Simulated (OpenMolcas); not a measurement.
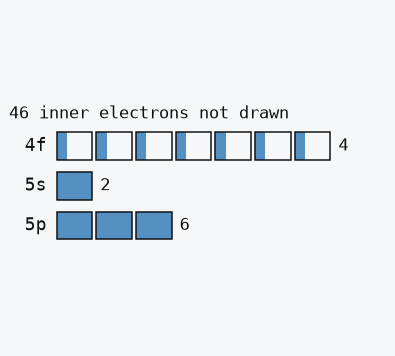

The outer shells of the leading configuration of the lowest level: a box for each of the 2l + 1 orbitals, shaded by the share of the shell that is filled, with the electron count at the right.

## Multiconfigurational calculation: Pm³⁺ complex (part 1 of 2)

System: Pm³⁺ with 8 ligands (Cl; cube, 2.85 Å), neutralised by 8 outer point charges of +0.62 e, whose field is part of the energies.
Method: state-averaged CASSCF, active space 4 electrons in the shell 4f, basis ANO-RCC-VDZP on the metal and ANO-RCC-VDZP on the ligands, DKH2 scalar Hamiltonian, spin-orbit coupling by RASSI with atomic mean-field integrals (OpenMolcas).

## Output (extracts)
```
--- SEWARD ---
Basis set label: PM.ANO-RCC...7S6P4D2F1G.

      Electronic valence basis set:
      ------------------
      Associated Effective Charge  61.000000 au
      Associated Actual Charge     61.000000 au
      Nuclear Model: Point charge

      Shell  nPrim  nBasis  Cartesian Spherical Contaminant
         s      25       7        X
         p      22       6        X
         d      15       4                 X
         f      11       2                 X
         g       4       1                 X
                  Relativistic Douglas-Kroll-Hess integrals:
                    - DKH order of Hamiltonian: 2
                    - DKH order of Properties : 0
                  Atomic mean-field integrals
--- RASSCF ---
Wave function specifications:
      -----------------------------

      Number of closed shell electrons         198
      Number of electrons in active shells       4
      Max number of holes in RAS1 space          0
      Max nr of electrons in RAS3 space          0
      Number of inactive orbitals               99
      Number of active orbitals                  7
      Number of secondary orbitals             106
      Spin quantum number                      2.0
      State symmetry                             1
Orbital specifications:
      -----------------------

      Symmetry species                           1   2
                                                ag  au
      Frozen orbitals                            0   0
      Inactive orbitals                         51  48
      Active orbitals                            0   7
      RAS1 orbitals                              0   0
      RAS2 orbitals                              0   7
      RAS3 orbitals                              0   0
      Secondary orbitals                        57  49
      Deleted orbitals                           0   0
      Number of basis functions                108 104
      Number of CSFs                            35
      Number of root(s) required                35
      Iter CI   SX   CI       RASSCF       Energy    max ROT     max BLB   max BLB  Level Ln srch  Step   QN
          iter iter root      energy       change     param      element    value   shift minimum  type update
 Nr of preliminary CI iterations:   1
      Total energies have been shifted. Add               -13000.00 au
        1   1   10    0  -701.04599181    0.00E+00  -6.10E-02   10  66 2 -2.57E-01*  0.95   0.00    SX    NO
        2   1   11    0  -701.53582394   -4.90E-01* -1.99E-02   30  81 2 -6.82E-02*  0.69   0.00    SX    NO
        3   1   10    0  -701.65103339   -1.15E-01* -9.78E-03   42  52 1 -2.75E-02*  0.69   0.00    SX    NO
        4   1   10    0  -701.67335124   -2.23E-02* -5.10E-03   42  52 1 -1.48E-02*  0.73   0.00    SX    NO
        5   1    9    0  -701.67986587   -6.51E-03*  6.47E-03   42  52 1 -8.67E-03*  0.73   2.40    LS   YES
        6   1    9    0  -701.68322379   -3.36E-03* -2.66E-03   13  55 1  1.01E-02*  0.73   1.11    QN   YES
        7   1    9    0  -701.68384674   -6.23E-04*  1.11E-03   12  65 2 -2.82E-03*  0.74   1.33    QN   YES
        8   1    8    0  -701.68403545   -1.89E-04*  3.91E-04   15  69 2 -1.18E-03*  0.74   1.22    QN   YES
        9   1    7    0  -701.68406037   -2.49E-05*  1.81E-04   10  52 1 -4.20E-04*  0.74   1.39    QN   YES
       10   1    7    0  -701.68406578   -5.41E-06* -6.98E-05   10  63 2  2.39E-04*  0.74   1.26    QN   YES
       11   1    6    0  -701.68406661   -8.29E-07*  2.97E-05   42  96 2  1.06E-04*  0.74   1.33    QN   YES
       12   1    6    0  -701.68406677   -1.53E-07*  8.47E-06   15  69 2  3.04E-05   0.74   1.21    QN   YES
       13   1    5    0  -701.68406678   -1.76E-08* -3.06E-06   12  65 2 -1.23E-05   0.74   1.11    QN   YES
       14   1    4    0  -701.68406678   -1.59E-09  -1.33E-06   11  64 2 -3.54E-06   0.74   1.20    QN   YES
      Convergence after 14 iterations
       15   1    4    0  -701.68406678   -2.46E-10  -1.33E-06   15  69 2 -1.27E-06   0.74   1.20    QN   YES
      Natural orbitals and occupation numbers for root  1
      sym 2:   0.986491   0.117096   0.785916   0.193501   0.894365   0.806556   0.216074
      Natural orbitals and occupation numbers for root  2
      sym 2:   0.902626   0.108504   0.228555   0.773575   0.803106   0.983703   0.199931
      Natural orbitals and occupation numbers for root  3
      sym 2:   0.222592   0.112793   0.805088   0.194978   0.988037   0.778990   0.897522
::    RASSCF root number  1 Total energy: -13701.75382125
::    RASSCF root number  2 Total energy: -13701.75382125
::    RASSCF root number  3 Total energy: -13701.75382125
::    RASSCF root number  4 Total energy: -13701.75340756
::    RASSCF root number  5 Total energy: -13701.75340756
::    RASSCF root number  6 Total energy: -13701.75217437
::    RASSCF root number  7 Total energy: -13701.75217437
::    RASSCF root number  8 Total energy: -13701.75217437
::    RASSCF root number  9 Total energy: -13701.75199374
::    RASSCF root number 10 Total energy: -13701.75183314
::    RASSCF root number 11 Total energy: -13701.75183314
::    RASSCF root number 12 Total energy: -13701.75183314
::    RASSCF root number 13 Total energy: -13701.75126427
::    RASSCF root number 14 Total energy: -13701.68428451
::    RASSCF root number 15 Total energy: -13701.68428451
::    RASSCF root number 16 Total energy: -13701.68428451
::    RASSCF root number 17 Total energy: -13701.68427135
::    RASSCF root number 18 Total energy: -13701.68427135
::    RASSCF root number 19 Total energy: -13701.68427135
::    RASSCF root number 20 Total energy: -13701.68409065
::    RASSCF root number 21 Total energy: -13701.68278160
::    RASSCF root number 22 Total energy: -13701.64594456
::    RASSCF root number 23 Total energy: -13701.64594456
::    RASSCF root number 24 Total energy: -13701.64594456
::    RASSCF root number 25 Total energy: -13701.64494531
::    RASSCF root number 26 Total energy: -13701.64442781
::    RASSCF root number 27 Total energy: -13701.64442781
::    RASSCF root number 28 Total energy: -13701.64442781
::    RASSCF root number 29 Total energy: -13701.64406602
::    RASSCF root number 30 Total energy: -13701.64406602
--- RASSCF ---
Wave function specifications:
      -----------------------------

      Number of closed shell electrons         198
      Number of electrons in active shells       4
      Max number of holes in RAS1 space          0
      Max nr of electrons in RAS3 space          0
      Number of inactive orbitals               99
      Number of active orbitals                  7
      Number of secondary orbitals             106
      Spin quantum number                      1.0
      State symmetry                             1
Orbital specifications:
      -----------------------

      Symmetry species                           1   2
                                                ag  au
      Frozen orbitals                            0   0
      Inactive orbitals                         51  48
      Active orbitals                            0   7
      RAS1 orbitals                              0   0
      RAS2 orbitals                              0   7
      RAS3 orbitals                              0   0
      Secondary orbitals                        57  49
      Deleted orbitals                           0   0
      Number of basis functions                108 104
      Number of CSFs                           210
      Number of root(s) required               162
      Iter CI   SX   CI       RASSCF       Energy    max ROT     max BLB   max BLB  Level Ln srch  Step   QN
          iter iter root      energy       change     param      element    value   shift minimum  type update
 Nr of preliminary CI iterations:   1
        1   1    0    0-13701.59086718    0.00E+00   0.00E+00   49  56 2 -7.78E-03*  0.00   0.00    SX    NO
      Natural orbitals and occupation numbers for root  1
      sym 2:   0.561402   0.500674   0.605040   0.561402   0.605040   0.605040   0.561402
      Natural orbitals and occupation numbers for root  2
      sym 2:   0.543115   0.538453   0.606085   0.550326   0.608761   0.583997   0.569264
      Natural orbitals and occupation numbers for root  3
      sym 2:   0.606459   0.538302   0.609043   0.553370   0.565616   0.585497   0.541712
::    RASSCF root number  1 Total energy: -13701.67101992
::    RASSCF root number  2 Total energy: -13701.67100290
::    RASSCF root number  3 Total energy: -13701.67100290
::    RASSCF root number  4 Total energy: -13701.67100290
::    RASSCF root number  5 Total energy: -13701.67099519
::    RASSCF root number  6 Total energy: -13701.67099519
::    RASSCF root number  7 Total energy: -13701.67099519
::    RASSCF root number  8 Total energy: -13701.67096287
::    RASSCF root number  9 Total energy: -13701.67096287
::    RASSCF root number 10 Total energy: -13701.67083742
::    RASSCF root number 11 Total energy: -13701.67083742
::    RASSCF root number 12 Total energy: -13701.67083742
::    RASSCF root number 13 Total energy: -13701.67072122
::    RASSCF root number 14 Total energy: -13701.67072122
::    RASSCF root number 15 Total energy: -13701.67072122
::    RASSCF root number 16 Total energy: -13701.64889419
::    RASSCF root number 17 Total energy: -13701.64889419
::    RASSCF root number 18 Total energy: -13701.64889419
::    RASSCF root number 19 Total energy: -13701.64812175
::    RASSCF root number 20 Total energy: -13701.64812175
::    RASSCF root number 21 Total energy: -13701.64812175
::    RASSCF root number 22 Total energy: -13701.64788602
::    RASSCF root number 23 Total energy: -13701.64788602
::    RASSCF root number 24 Total energy: -13701.64752659
::    RASSCF root number 25 Total energy: -13701.64752659
::    RASSCF root number 26 Total energy: -13701.64752659
::    RASSCF root number 27 Total energy: -13701.64073589
::    RASSCF root number 28 Total energy: -13701.63982302
::    RASSCF root number 29 Total energy: -13701.63982302
::    RASSCF root number 30 Total energy: -13701.63982302
--- RASSCF ---
Wave function specifications:
      -----------------------------

      Number of closed shell electrons         198
      Number of electrons in active shells       4
      Max number of holes in RAS1 space          0
      Max nr of electrons in RAS3 space          0
      Number of inactive orbitals               99
      Number of active orbitals                  7
      Number of secondary orbitals             106
      Spin quantum number                      0.0
      State symmetry                             1
Orbital specifications:
      -----------------------

      Symmetry species                           1   2
                                                ag  au
      Frozen orbitals                            0   0
      Inactive orbitals                         51  48
      Active orbitals                            0   7
      RAS1 orbitals                              0   0
      RAS2 orbitals                              0   7
      RAS3 orbitals                              0   0
      Secondary orbitals                        57  49
      Deleted orbitals                           0   0
      Number of basis functions                108 104
      Number of CSFs                           196
      Number of root(s) required               162
      Iter CI   SX   CI       RASSCF       Energy    max ROT     max BLB   max BLB  Level Ln srch  Step   QN
          iter iter root      energy       change     param      element    value   shift minimum  type update
 Nr of preliminary CI iterations:   1
        1   1    0    0-13701.52175864    0.00E+00   0.00E+00   50  57 2 -1.35E-02*  0.00   0.00    SX    NO
      Natural orbitals and occupation numbers for root  1
      sym 2:   0.473497   0.270705   0.817252   0.245881   0.881032   0.706455   0.605178
      Natural orbitals and occupation numbers for root  2
      sym 2:   0.409363   0.270705   0.786085   0.637322   0.722073   0.896539   0.277913
      Natural orbitals and occupation numbers for root  3
      sym 2:   0.568057   0.276791   0.843666   0.204314   0.844524   0.687783   0.574865
::    RASSCF root number  1 Total energy: -13701.62180017
::    RASSCF root number  2 Total energy: -13701.62180017
::    RASSCF root number  3 Total energy: -13701.62176561
::    RASSCF root number  4 Total energy: -13701.62176561
::    RASSCF root number  5 Total energy: -13701.62176561
::    RASSCF root number  6 Total energy: -13701.62109523
::    RASSCF root number  7 Total energy: -13701.62109523
::    RASSCF root number  8 Total energy: -13701.62109523
::    RASSCF root number  9 Total energy: -13701.62085554
::    RASSCF root number 10 Total energy: -13701.62064749
::    RASSCF root number 11 Total energy: -13701.62064749
::    RASSCF root number 12 Total energy: -13701.62064749
::    RASSCF root number 13 Total energy: -13701.62047102
::    RASSCF root number 14 Total energy: -13701.62047102
::    RASSCF root number 15 Total energy: -13701.62002833
::    RASSCF root number 16 Total energy: -13701.62002833
::    RASSCF root number 17 Total energy: -13701.62002833
::    RASSCF root number 18 Total energy: -13701.60609979
::    RASSCF root number 19 Total energy: -13701.60609979
::    RASSCF root number 20 Total energy: -13701.60609979
::    RASSCF root number 21 Total energy: -13701.60599794
::    RASSCF root number 22 Total energy: -13701.60599794
::    RASSCF root number 23 Total energy: -13701.59519648
::    RASSCF root number 24 Total energy: -13701.59511288
::    RASSCF root number 25 Total energy: -13701.59511288
::    RASSCF root number 26 Total energy: -13701.59511288
::    RASSCF root number 27 Total energy: -13701.59506407
::    RASSCF root number 28 Total energy: -13701.59506407
::    RASSCF root number 29 Total energy: -13701.59338347
::    RASSCF root number 30 Total energy: -13701.59338347
--- RASSI ---
SPIN-FREE ENERGIES:
  (Shifted by EMIN (a.u.) =     -13701.7538212476)

 SF State       Relative EMIN(au)   Rel lowest level(eV)    D:o, cm**(-1)

     1             0.0000000000        0.0000000000              0.0000
     2             0.0000000000        0.0000000000              0.0000
     3             0.0000000000        0.0000000000              0.0000
     4             0.0004136917        0.0112571241             90.7948
     5             0.0004136917        0.0112571241             90.7948
     6             0.0016468734        0.0448137085            361.4469
     7             0.0016468734        0.0448137085            361.4469
     8             0.0016468734        0.0448137085            361.4469
     9             0.0018275065        0.0497289864            401.0913
    10             0.0019881056        0.0540991083            436.3387
    11             0.0019881056        0.0540991083            436.3387
    12             0.0019881056        0.0540991083            436.3387
    13             0.0025569784        0.0695789277            561.1919
    14             0.0695367362        1.8921909868          15261.5495
    15             0.0695367362        1.8921909868          15261.5495
    16             0.0695367362        1.8921909868          15261.5495
    17             0.0695498980        1.8925491382          15264.4382
    18             0.0695498980        1.8925491382          15264.4382
    19             0.0695498980        1.8925491382          15264.4382
    20             0.0697305992        1.8974662681          15304.0976
    21             0.0710396436        1.9330871797          15591.3996
    34             0.0828013510        2.2531395436          18172.7960
    35             0.0828183680        2.2536026011          18176.5308
    36             0.0828183680        2.2536026011          18176.5308
    37             0.0828183680        2.2536026011          18176.5308
    38             0.0828260793        2.2538124351          18178.2232
    39             0.0828260793        2.2538124351          18178.2232
    40             0.0828260793        2.2538124351          18178.2232
    41             0.0828584032        2.2546920138          18185.3175
    42             0.0828584032        2.2546920138          18185.3175
    43             0.0829838517        2.2581056398          18212.8503
    44             0.0829838517        2.2581056398          18212.8503
    45             0.0829838517        2.2581056398          18212.8503
    46             0.0831000553        2.2612677026          18238.3540
    47             0.0831000553        2.2612677026          18238.3540
    48             0.0831000553        2.2612677026          18238.3540
    49             0.1049270800        2.8552113012          23028.8322
    50             0.1049270800        2.8552113012          23028.8322
    51             0.1049270800        2.8552113012          23028.8322
    52             0.1056995201        2.8762304665          23198.3632
Eigenvalues of complex Hamiltonian:
   -----------------------------------
  (Shifted by EMIN (a.u.) =     -13701.7538212476)

 SO State       Relative EMIN(au)   Rel lowest level(eV)    D:o, cm**(-1)

     1            -0.0193684393        0.0000000000              0.0000
     2            -0.0186527321        0.0194753859            157.0796
     3            -0.0186527321        0.0194753851            157.0796
     4            -0.0186527321        0.0194753851            157.0796
     5            -0.0182856192        0.0294650345            237.6515
     6            -0.0182856192        0.0294650349            237.6515
     7            -0.0182856192        0.0294650349            237.6515
     8            -0.0179724891        0.0379857392            306.3756
     9            -0.0179724891        0.0379857389            306.3756
    10            -0.0115487775        0.2127838382           1716.2174
    11            -0.0115487775        0.2127838381           1716.2174
    12            -0.0115487775        0.2127838380           1716.2174
    13            -0.0112493631        0.2209313174           1781.9312
    14            -0.0112493631        0.2209313181           1781.9313
    15            -0.0112493631        0.2209313181           1781.9313
    16            -0.0111822922        0.2227564096           1796.6516
    17            -0.0111822922        0.2227564101           1796.6516
    18            -0.0111492116        0.2236565785           1803.9120
    19            -0.0111492116        0.2236565783           1803.9120
    20            -0.0111492116        0.2236565783           1803.9120
    21            -0.0037274157        0.4256139338           3432.8079
    22            -0.0035700137        0.4298970620           3467.3536
    23            -0.0035700137        0.4298970614           3467.3536
    24            -0.0035700137        0.4298970614           3467.3536
    25            -0.0033951113        0.4346563983           3505.7403
    26            -0.0033951113        0.4346563991           3505.7403
    27            -0.0033325444        0.4363589310           3519.4721
    28            -0.0033325444        0.4363589309           3519.4721
    29            -0.0033325444        0.4363589309           3519.4721
    30            -0.0032765993        0.4378812749           3531.7507
    31            -0.0032228911        0.4393427479           3543.5382
    32            -0.0032228911        0.4393427479           3543.5382
    33            -0.0032228911        0.4393427477           3543.5382
    34             0.0048867208        0.6600165308           5323.3923
    35             0.0048867208        0.6600165301           5323.3923
    36             0.0048867208        0.6600165308           5323.3923
    37             0.0049393414        0.6614484100           5334.9412
    38             0.0049393414        0.6614484102           5334.9412
    39             0.0049393414        0.6614484100           5334.9412
    40             0.0049753923        0.6624294045           5342.8535
    41             0.0051238974        0.6664704333           5375.4466
Weights of the five most important spin-orbit-free states for each spin-orbit state.

 SO State  Total energy (au)           Spin-free states, spin, and weights
 -------------------------------------------------------------------------------------------------------
    1        -0.019368       4 2.0  0.2012    5 2.0  0.2012    1 2.0  0.1791    2 2.0  0.1791    3 2.0  0.1791
    2        -0.018653       5 2.0  0.2575    3 2.0  0.2051   12 2.0  0.1259   13 2.0  0.0812    2 2.0  0.0793
    3        -0.018653       4 2.0  0.1911    1 2.0  0.1473    2 2.0  0.1378   11 2.0  0.0906   13 2.0  0.0812
    4        -0.018653       4 2.0  0.1954    2 2.0  0.1429    1 2.0  0.1371   10 2.0  0.0932   13 2.0  0.0812
    5        -0.018286       6 2.0  0.1672    9 2.0  0.1461    3 2.0  0.1461    7 2.0  0.1428    8 2.0  0.0991
    6        -0.018286       8 2.0  0.1684    6 2.0  0.1639    9 2.0  0.1461    1 2.0  0.1198    2 2.0  0.0868
    7        -0.018286       7 2.0  0.1895    9 2.0  0.1461    8 2.0  0.1416    2 2.0  0.1176    1 2.0  0.0858
    8        -0.017972      12 2.0  0.2123   13 2.0  0.1435    7 2.0  0.1036    9 2.0  0.0874    5 2.0  0.0867
    9        -0.017972      11 2.0  0.1651   10 2.0  0.1569   13 2.0  0.1435    8 2.0  0.1096    9 2.0  0.0874
   10        -0.011549       5 2.0  0.2193    7 2.0  0.1130    2 2.0  0.0898    9 2.0  0.0858    6 2.0  0.0822
   11        -0.011549       5 2.0  0.2247    1 2.0  0.0871    9 2.0  0.0858    6 2.0  0.0812    3 2.0  0.0809
   12        -0.011549       4 2.0  0.2944    8 2.0  0.1511    9 2.0  0.0858    1 2.0  0.0810    2 2.0  0.0782
```

(Continued in part 2.) Outcome of the run: converged.
